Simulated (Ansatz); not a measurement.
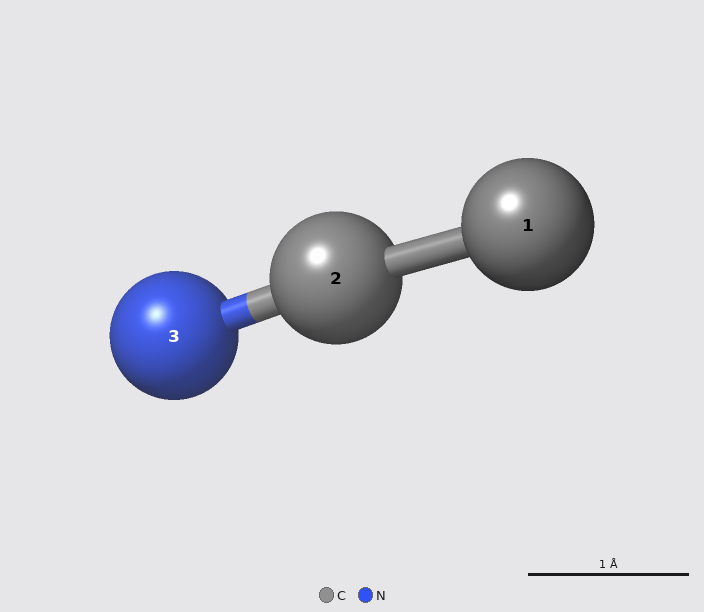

Simulated data, not a measurement (program: Ansatz).

Atoms carry their numbers in the input. The species is neutral and a spin doublet. Geometry: a fixed input geometry, not necessarily a minimum.

Give the bond lengths.

```tsv
bond	length (Å)
C1–C2	1.384
C2–N3	1.170
```
